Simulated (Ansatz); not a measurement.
# Trilayer T-CdI2 in a field along the normal: induced dipole (PBEsol)

A gate puts a field across trilayer T-CdI2. How large is the induced dipole, and what happens to the gap?

All values are computed: Ansatz 0.2.0, PBEsol, plane waves, no spin–orbit coupling; sawtooth field with a dipole correction, atoms held at their zero-field places, cell area 15.6 Å². The field is the one in the vacuum. Energy changes count from the zero-field run.

| field (V/Å) | dipole (e·Å) | energy change (meV) | gap on the path (eV) |
| --- | --- | --- | --- |
| 0.05 | 0.069 | -1.7 | 2.31 |
| 0.05 | 0.069 | -1.7 | 2.31 |
| 0.1 | 0.138 | -6.9 | 2.25 |
| 0.1 | ? | ? | ? |
| 0.2 | 0.276 | -27.6 | 2.07 |
| 0.2 | 0.276 | -27.6 | 2.07 |
| 0.3 | 0.414 | -62.0 | 1.85 |
| 0.3 | 0.414 | -62.0 | 1.85 |
| 0.4 | 0.552 | -110.3 | 1.63 |
| 0.4 | 0.552 | -110.3 | 1.63 |

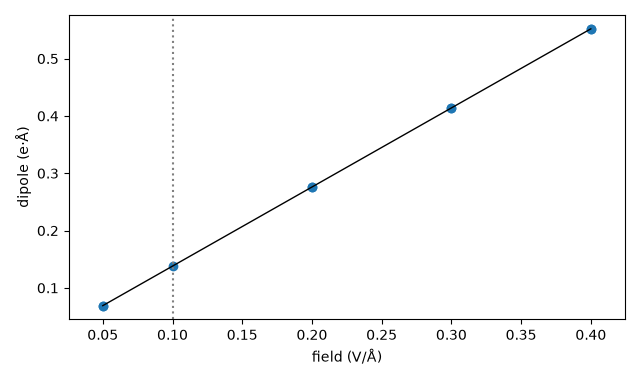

The shown rows (points), the fit (line) and the place of the withheld row (dotted).

**Fit.** A least-squares line through the shown values, as rounded, is dipole = 0.000 + 1.38 × field (V/Å); it misses them by 0.000 e·Å at most. The fit misses the rows by 0.000 e·Å on average, and their plain mean by 0.157 e·Å, so the fit does better. The slope is the electronic polarisability of the cell, α = 1.38 e·Å²/V. It also sets the energy, −αF²/2 for a sheet without a dipole of its own: -110.4 meV at 0.4 V/Å. From the weakest to the strongest field the gap on the path changes by -0.68 eV, since the field shifts the levels of one sheet against the other.

**The withheld row.** The prediction is 0.000 + 1.38 × (0.1) = 0.138 e·Å. The run gave dipole 0.138 e·Å, energy change -6.9 meV, gap on the path 2.25 eV. The miss in dipole is +0.000 e·Å, within the scatter of the fitted rows. The mean of the shown rows would have missed by -0.169 e·Å.

Ions don't move, so the lattice part of the screening is missing; semilocal functionals overestimate polarisabilities somewhat.
